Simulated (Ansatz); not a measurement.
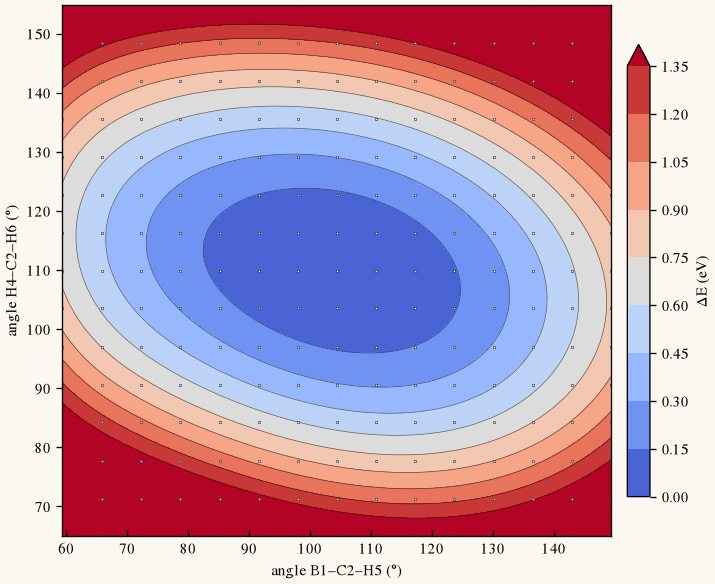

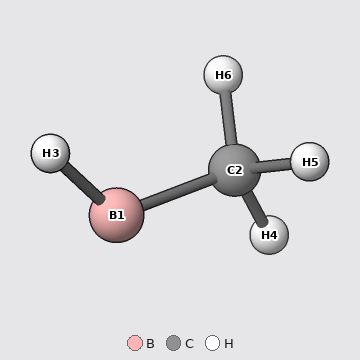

Energy landscape of CH₄B, SMILES [BH]C, spin multiplicity 2. Coordinates scanned: (1) angle B1–C2–H5; (2) angle H4–C2–H6. Nothing is relaxed (all other coordinates rigid). The grid has 15 × 15 points. Energies: eV, counted from the relaxed molecule at the same level. Theory: Ansatz, UHF-MP2, frozen core/def2-TZVP.

Drawn: filled contours, dots at the grid points, one colour for all values above the top of the scale. Between grid points the surface is interpolated. The second picture is the structure at the lowest point.

**Describe this landscape.**

The lowest grid point is at angle B1–C2–H5 = 104.4°, angle H4–C2–H6 = 109.9°, 0.00 eV from the relaxed molecule at the same level. No other kind of well shows on this grid. The highest grid point, angle B1–C2–H5 = 59.4°, angle H4–C2–H6 = 64.9°, lies 2.76 eV above the lowest. Round the minimum the valley is somewhat tilted: raising angle B1–C2–H5 shifts the best value of angle H4–C2–H6 downwards (coupling k₁₂/√(k₁₁k₂₂) about 0.3).

The whole map (225 points run) took 4.4 min on 1 thread of Intel(R) Xeon(R) 6975P-C (Granite Rapids), with other jobs on the host.
